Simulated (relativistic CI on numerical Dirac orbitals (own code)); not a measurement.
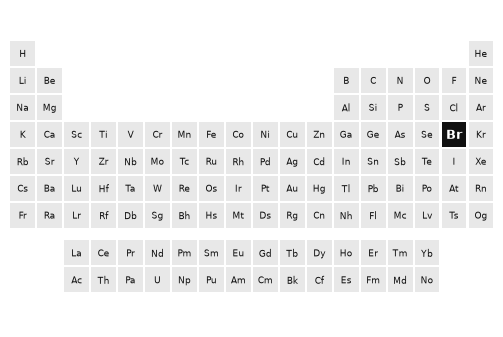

*The place of bromine in the periodic table.*

# Relativistic CI calculation, with input and output: Br⁺

Br⁺. Level asked for: Dirac-Coulomb-Breit CI, KLI orbitals optimised for each configuration, model QED (radiative potential, 1s self-energy scaled to tabulated hydrogen-like ionisation energies), numerical settings as typed (relativistic CI on numerical Dirac orbitals, in-house).

**What the run reported**

| quantity | value |
| --- | --- |
| outcome | not converged |
| hardware | 1 CPU thread, shared host |

**What went wrong**

The input is odd on purpose: iterations. The run did not meet its convergence test, so its last values are not results. Caveats: SCF of 1s2 2s2 2p6 3s2 3p6 3d10 4s2 4p4 did not converge.

**Input file**
```
atom Br  Z=35  charge=1  electrons=34
nucleus A=79  rms_radius_fm=4.1629
hamiltonian dirac-coulomb  breit=on  qed=on  c_scale=1
orbitals kli  potential=per-configuration
slater_scale 1
correlation none
mixing on
grid step=0.0125 r_max=74.5
scf mixing=0.4 start=green max_iterations=2 tolerance=2e-08 node_fill=0.05
configurations
  [Ar] 3d10 4s2 4p4
end
```

The run was one of a batch that the task file lists, launched with:
```bash
python <driver script> task.json out
```

The program writes its results to a structured record and prints no log; tables and figures of this report are taken from that record.
